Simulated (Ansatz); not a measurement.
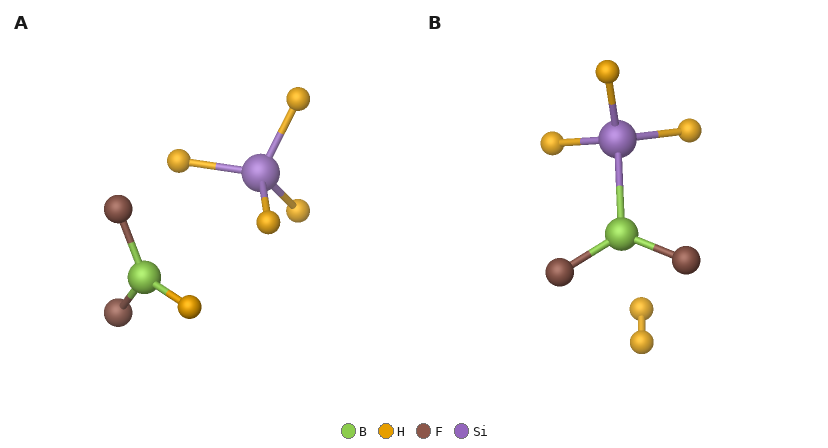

2 stationary structures of one formula. Geometries: PBE0-D4/def2-TZVP. Electronic energies: CCSD(T)/CBS (MP2 limit from def2-TZVPP and def2-QZVPP plus CCSD(T) − MP2) (Ansatz 0.2.0), without zero-point energy. No frequency run is at hand to confirm each as a minimum. Each is one conformer, not always the lowest.

Rank them by energy, lowest first.

A is lowest (a minimum); B lies 0.491 eV above it.
